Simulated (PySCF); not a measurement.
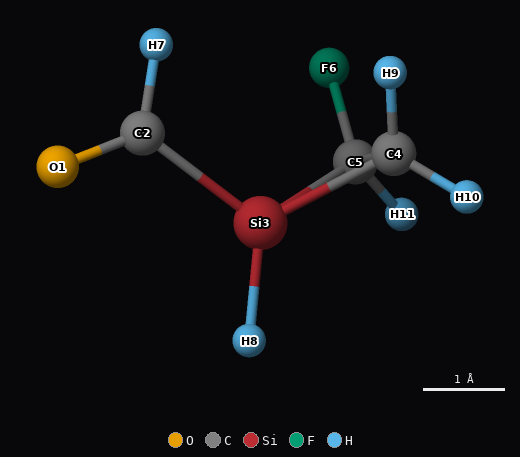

Figure 1. The structure (ball-and-stick view, seen at a tilt; atoms are numbered from 1 in the order of the input). Bond lengths as drawn: C–C 1.51 Å, C–F 1.36 Å, C–H 1.10 to 1.13 Å, C–O 1.20 Å, C–Si 1.88 to 1.90 Å and H–Si 1.48 Å.

# C3H5FOSi: core-level calculation

System: C3H5FOSi.
Method: delta-SCF UKS SCAN, pcX-2 on the ionised atom, pcseg-1 elsewhere, spin-free X2C (PySCF 2.14.0).

Figures and captions count atoms from 1; the log counts them from 0 in places.

### Output
```
ground state, core basis on atom 0 (O), 144 functions
  cycle   1  E = -582.25308765  |g| = 8.90e-01
  cycle   2  E = -581.36251786  |g| = 2.22e+00
  cycle   3  E = -582.37516155  |g| = 3.44e-01
  cycle   4  E = -582.39820796  |g| = 1.54e-01
  cycle   5  E = -582.40397036  |g| = 4.71e-02
  cycle   6  E = -582.40460362  |g| = 1.81e-02
  cycle   7  E = -582.40468537  |g| = 7.04e-03
  cycle   8  E = -582.40469454  |g| = 2.05e-03
  cycle   9  E = -582.40469489  |g| = 5.94e-04
  cycle  10  E = -582.40469576  |g| = 1.39e-04
  E(ground) = -582.44046109 Eh
hole in O 1s of atom 0
[... 16 cycles left out ...]
  E(ion) = -562.67529267 Eh   <S^2> = 0.8815   hole on atom = 1.000   binding energy = 537.838 eV
ground state, core basis on atom 1 (C), 144 functions
[... 7 cycles left out ...]
  E(ground) = -582.41836766 Eh
hole in C 1s of atom 1
[... 17 cycles left out ...]
  E(ion) = -571.65159406 Eh   <S^2> = 0.9209   hole on atom = 1.000   binding energy = 292.979 eV
ground state, core basis on atom 2 (Si), 155 functions
[... 7 cycles left out ...]
  E(ground) = -582.46867217 Eh
hole in Si 1s of atom 2
[... 11 cycles left out ...]
  E(ion) = -514.60686823 Eh   <S^2> = 0.7532   hole on atom = 1.000   binding energy = 1846.614 eV
hole in Si 2p of atom 2
[... 11 cycles left out ...]
  E(ion) = -578.52916781 Eh   <S^2> = 0.7522   hole on atom = 1.002   binding energy = 107.199 eV
  2p3/2 = 106.963 eV   2p1/2 = 107.587 eV
ground state, core basis on atom 3 (C), 144 functions
[... 7 cycles left out ...]
  E(ground) = -582.41624264 Eh
hole in C 1s of atom 3
[... 12 cycles left out ...]
  E(ion) = -571.73275640 Eh   <S^2> = 0.7715   hole on atom = 1.000   binding energy = 290.712 eV
ground state, core basis on atom 4 (C), 144 functions
[... 7 cycles left out ...]
  E(ground) = -582.41941858 Eh
hole in C 1s of atom 4
[... 13 cycles left out ...]
  E(ion) = -571.66500482 Eh   <S^2> = 0.7748   hole on atom = 1.000   binding energy = 292.643 eV
ground state, core basis on atom 5 (F), 144 functions
[... 6 cycles left out ...]
  E(ground) = -582.46142075 Eh
hole in F 1s of atom 5
[... 1 cycle left out ...]
  cycle   2  E = -553.99712424  |g| = 2.72e+00
  cycle   3  E = -554.10282059  |g| = 1.94e+00
  cycle   4  E = -556.86503446  |g| = 4.41e-01
  cycle   5  E = -556.92123473  |g| = 2.89e-01
  cycle   6  E = -556.95575489  |g| = 1.44e-01
  cycle   7  E = -556.96366225  |g| = 4.43e-02
  cycle   8  E = -556.96459180  |g| = 8.97e-03
  cycle   9  E = -556.96462677  |g| = 3.66e-03
  cycle  10  E = -556.96463478  |g| = 1.13e-03
  cycle  11  E = -556.96463554  |g| = 3.39e-04
  E(ion) = -557.01008240 Eh   <S^2> = 0.7576   hole on atom = 1.000   binding energy = 692.566 eV
```

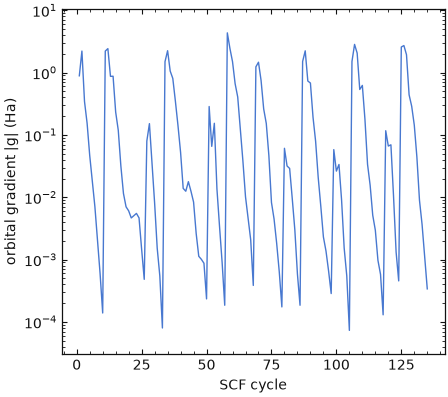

Figure 2. Convergence of the self-consistent field: orbital gradient |g| against the SCF cycle. All cycles printed in the log are drawn one after another.

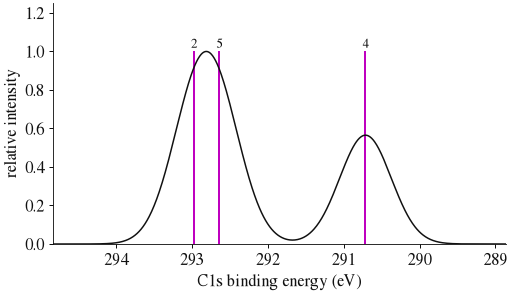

Figure 3. C1s binding energies by ΔSCF of the atoms computed, labelled by atom number, with a Gaussian envelope of 0.8 eV full width. They run from 290.71 eV (atom 4) to 292.98 eV (atom 2).

This output came from the following input.

### Input file
```
{"job": {"kind": "xps"}, "charge": 0, "multiplicity": 1}
O      2.983054     0.674709     0.475442
C      1.908824     0.137028     0.569187
Si     0.382272     0.658279    -0.441162
C     -1.244113     0.230725     0.404140
C     -0.874533    -0.729374    -0.696132
F     -0.567177    -1.999158    -0.306888
H      1.751126    -0.728517     1.271103
H      0.501780     1.789040    -1.391385
H     -1.144865    -0.175312     1.418639
H     -2.144440     0.840917     0.272022
H     -1.514151    -0.723647    -1.589082
```

The first line tells a small driver script what to run in PySCF; the rest is the geometry in Å.

Command:
```bash
OMP_NUM_THREADS=1 python <driver script> task.json out
```

### Key numbers

```csv
quantity,value
outcome,converged
hardware,"1 CPU thread, shared host"
wall time,65 s
peak memory,0.56 GiB
```

### Remarks

The core-hole state is spin-contaminated.
